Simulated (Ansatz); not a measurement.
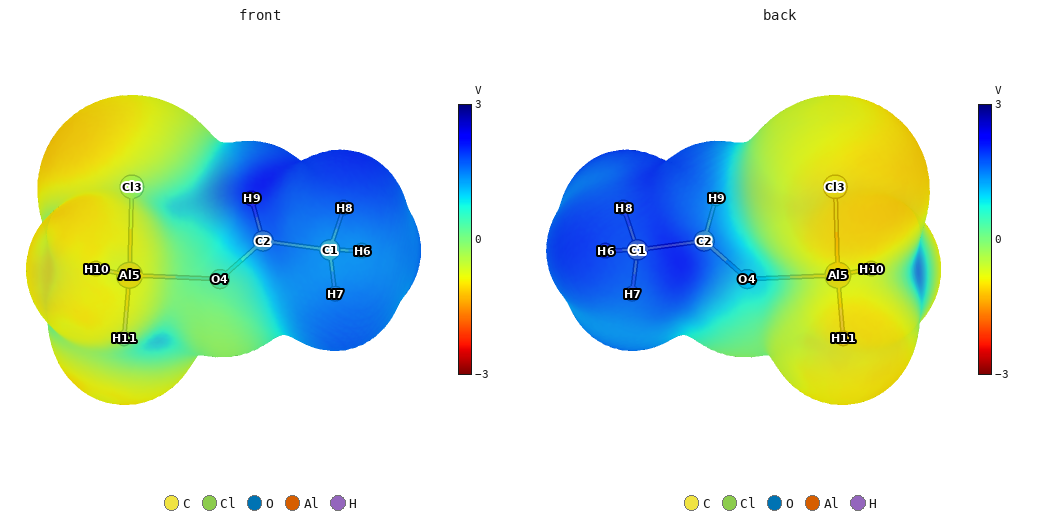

C₂H₆AlClO. The electrostatic potential painted on the density surface at 0.002 e/bohr³, seen from the front and from behind; red is negative and blue positive.

Geometry: PBE0-D4/def2-TZVP.

Method: RKS PBE0-D4/def2-TZVPP (Ansatz).

```yaml
atoms:
  - { symbol: C, position_ang: [-1.1843, -1.4423, 0.7666] }
  - { symbol: C, position_ang: [-0.2247, -0.3653, 0.4742] }
  - { symbol: Cl, position_ang: [2.0535, 1.9604, 0.6805] }
  - { symbol: O, position_ang: [-0.0641, 0.0827, -0.6516] }
  - { symbol: Al, position_ang: [1.1504, 1.5000, -1.2280] }
  - { symbol: H, position_ang: [-0.6466, -2.2742, 1.2338] }
  - { symbol: H, position_ang: [-1.7070, -1.7747, -0.1277] }
  - { symbol: H, position_ang: [-1.8944, -1.0834, 1.5195] }
  - { symbol: H, position_ang: [0.3721, 0.0555, 1.2969] }
  - { symbol: H, position_ang: [0.1143, 2.5887, -1.7310] }
  - { symbol: H, position_ang: [2.0963, 0.6955, -2.2127] }
```

> Which sites attract a positive test charge, and which a negative one?

A positive charge is drawn to the negative regions and a negative charge to the positive ones. The most negative region (about −1.2 V, or −28 kcal/mol for a unit charge) lies over Cl3, the most positive (about +2.2 V, or +51 kcal/mol for a unit charge) over the π face of C2.
